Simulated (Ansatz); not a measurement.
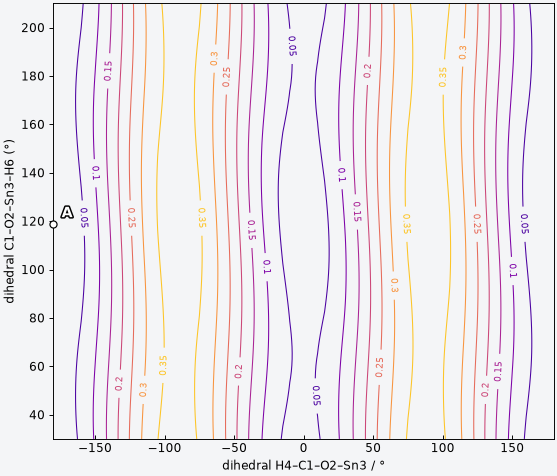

CH₅OSn, SMILES [CH2+][O][SnH3], charge +1. The first coordinate is: dihedral H4–C1–O2–Sn3; the second: dihedral C1–O2–Sn3–H6. Nothing is relaxed (all other coordinates rigid). Grid: 12 × 11 points. Points are written as (first, second). All energies are given in eV relative to the lowest grid point. These are results of RKS PBE0-D4/def2-TZVP in Ansatz, not measurements.

Drawn: contour lines labelled in eV, the point A. Between grid points the surface is interpolated.

Question: What is the easiest way out of the well at A, and how high is the barrier?

Answer: The easiest path leads from the well at (−180°, 120°) to the well at (0°, 120°), about 0.017 eV higher (on a rigid scan; wells that are mirror images or exchange like atoms can differ by this much). Its highest point lies about 0.36 eV above the bottom of the first well on the interpolated surface, at about (−95°, 180°). The start is the relaxed structure and all else is held, so a fully relaxed path at this level can only be lower.

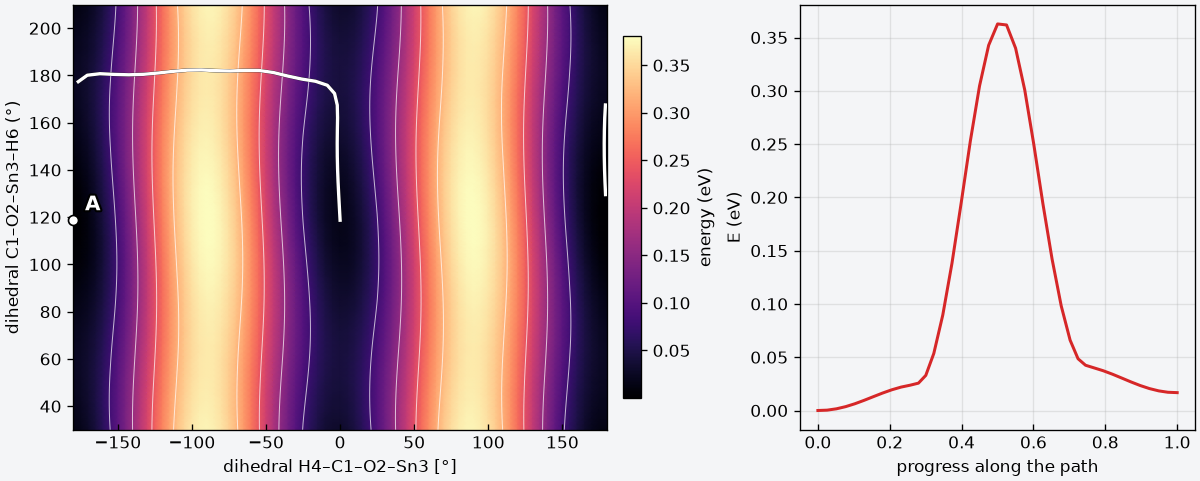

In the figure: a smooth colour map with a few white contour lines, a line along the lowest path, the energy along the path at the right. Between grid points the surface is interpolated.
